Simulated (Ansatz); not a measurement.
Profile along the Al–Ni line in AlNi (CsCl type)

AlNi (CsCl type)

```cif
data_AlNi
_chemical_formula_sum 'Al1 Ni1'
_space_group_name_H-M_alt 'Pm-3m'
_space_group_IT_number 221
_space_group_name_Hall '-P 4 2 3'
_cell_length_a 2.86217
_cell_length_b 2.86217
_cell_length_c 2.86217
_cell_angle_alpha 90.000
_cell_angle_beta 90.000
_cell_angle_gamma 90.000
loop_
_atom_site_label
_atom_site_type_symbol
_atom_site_symmetry_multiplicity
_atom_site_Wyckoff_symbol
_atom_site_fract_x
_atom_site_fract_y
_atom_site_fract_z
_atom_site_occupancy
Al1 Al 1 a 0.00000 0.00000 0.00000 1
Ni1 Ni 1 b 0.50000 0.50000 0.50000 1
```

Fields along a shortest Al–Ni line of a {110} plane (2.48 Å), from Al to Ni, interpolated on the slice's grid (step about 0.2 Å). Method: PBEsol (plane waves to 420 eV, PAW, scalar-relativistic; Ansatz, a quantum-chemistry and plane-wave program). k mesh 16×16×16. Near the nuclei the fields are pseudised (PAW); where an atom keeps semicore shells as valence, they peak there. AlNi is run without spin polarisation. AlNi was relaxed with its symmetry unable to fall.

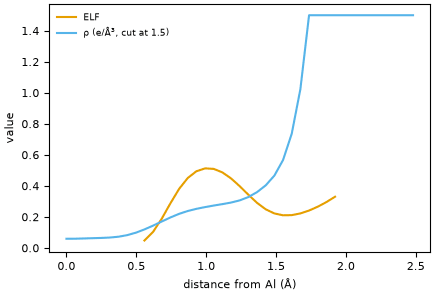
Figure: ELF (away from the nuclei) and valence density from Al to Ni.

Density on the Al–Ni line (2.48 Å) at its midpoint: 0.31 e/Å³. ELF at that point: 0.4. ELF maximum in the middle third of the Al–Ni line: 0.51, 1.0 Å from Al.
